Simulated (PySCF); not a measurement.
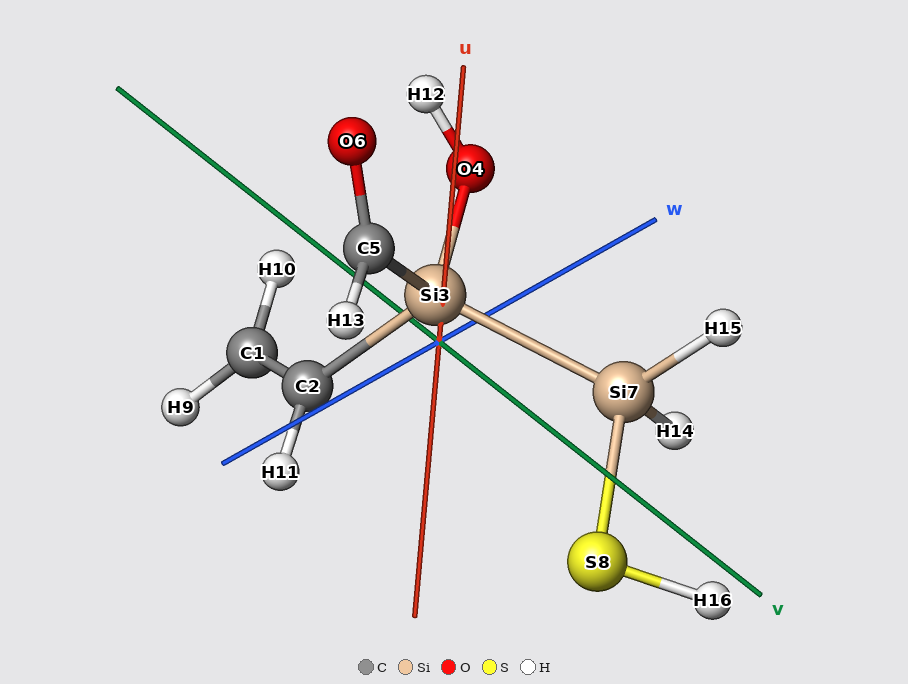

The lines u, v and w are the principal axes of the static dipole polarisability. Computed geometry: GFN2-xTB optimisation. No frequency run is at hand to confirm it as a minimum. Method: B3LYP/def2-SVPD (PySCF 2.14.0).

> Along which axis is the molecule most polarisable, and along which least?

Most along v (close to the long direction C1···S8), least along w.

> Give the three principal values.

u 118.2, v 137.8, w 107.3 bohr³; mean 121.1, anisotropy 26.8 bohr³.

The geometry is semi-empirical. Around Si such bond lengths and angles can be off by a tenth of an ångström or more and by several degrees, and values that hang on the shape move with them.
